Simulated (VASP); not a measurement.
Band structure of KF (relaxed from the NiAs type structure, space group P6_3/mmc). Calculation: r2SCAN meta-GGA, VASP's PBE PAW potentials (set 64) (plane waves; VASP).

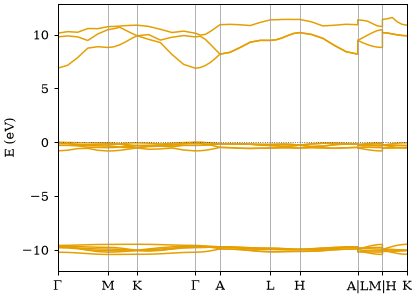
Figure. Bands along high-symmetry lines, zero at the valence-band maximum or, without a gap, the Fermi level

Question: Read the plot: is there a gap, and where are the band edges?

Answer: The gap is direct, 6.88 eV, from the valence maximum at Γ to the conduction minimum at Γ.

The structure was generated: KF was put into the NiAs type type (P6_3/mmc), which need not be its known phase. It was relaxed first, which changed the volume by -13 %.
